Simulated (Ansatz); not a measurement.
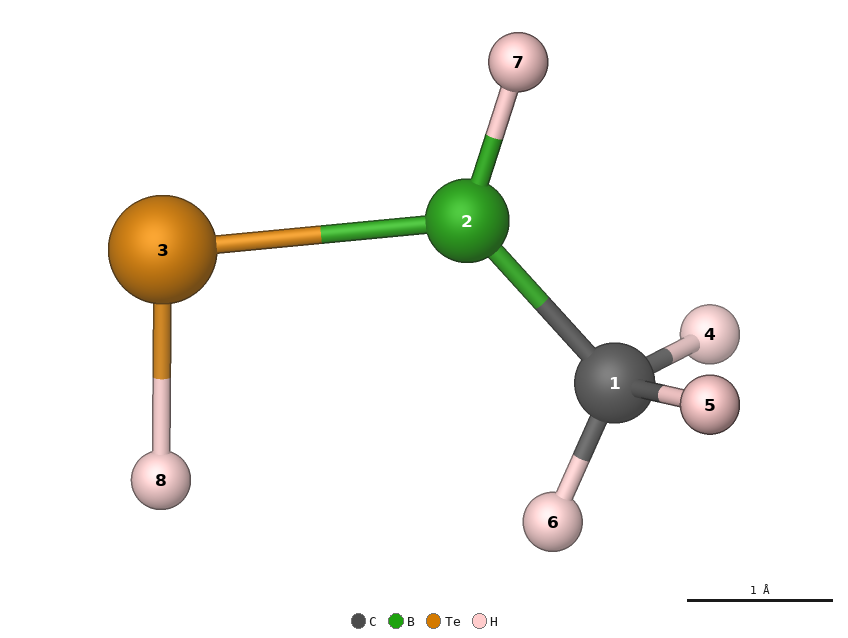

Orthographic view. Depth is shown by fading: the farther an atom, the more it takes the colour of the background. Computed geometry: PBE0-D4/def2-TZVP optimisation. No frequency run is at hand to confirm it as a minimum.

Give the geometry as a Z-matrix, atoms in numerical order, with these reference atoms: 2 to 1; 3 to 2, 1; 4 to 1, 2, 3; 5 to 1, 4, 2; 6 to 1, 4, 5; 7 to 2, 1, 6; 8 to 3, 2, 7.

```
C  
B    1   1.554
Te   2   2.120   1   125.5
H    1   1.097   2   109.2   3   123.2
H    1   1.097   4   105.1   2  -117.0
H    1   1.090   4   108.6   5  -116.0
H    2   1.197   1   121.7   6  -179.7
H    3   1.660   2    96.0   7   180.0
```
